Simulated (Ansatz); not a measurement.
## How methods differ on SnSiH6 (SMILES [SiH3][SnH3])

SnSiH6: 8 atoms, total charge 0, spin state singlet. As SMILES, `[SiH3][SnH3]`. The shape was relaxed beforehand at B3LYP/def2-SVP.

```xyz
8

Si   -0.6303    0.1231   -1.1672
Sn    0.6182   -0.1304    1.0895
H    -2.0847    0.3582   -0.9281
H    -0.4734   -1.1149   -1.9858
H    -0.0784    1.2780   -1.9347
H     0.4576    1.2945    2.0421
H     2.2968   -0.4141    0.8333
H    -0.0136   -1.4512    1.9950
```

Quantity: the dissociation energy of the Sn2–Si1 bond into doublet SnH3 and doublet SiH3 (shapes relaxed at B3LYP/def2-SVP, no zero-point term), in eV. The values are calculated.

```csv
level,kind,program,value (eV),CPU time (all runs)
HF/def2-TZVP (core potential),Hartree–Fock,Ansatz,2.08,1 s
PBE/def2-TZVP (core potential),GGA,Ansatz,2.84,2 s
B3LYP/def2-TZVP (core potential),global hybrid,Ansatz,2.75,2.9 s
wB97M-V/def2-TZVP (core potential),range-separated hybrid,Ansatz,2.99,9.8 s
MP2/def2-TZVP (core potential),perturbation theory,Ansatz,2.97,2.3 s
```

Spin-orbit coupling, which can split open shells on such heavy atoms by tenths of an eV, is left out. The values span 2.08 to 2.99 eV. Hartree–Fock misses the correlation of the electron pair that is broken and comes out low. Measured bond enthalpies also hold zero-point and thermal terms, a few tenths of an eV less. In the correlated wave-function rows the outer d shell of Sn is correlated, in sets not made for it. CPU times are rough (shared hosts, several kinds of processor): they show what a rung costs within a factor of a few.

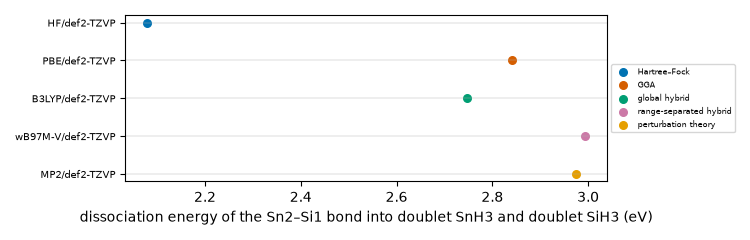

The values of the table, level by level.
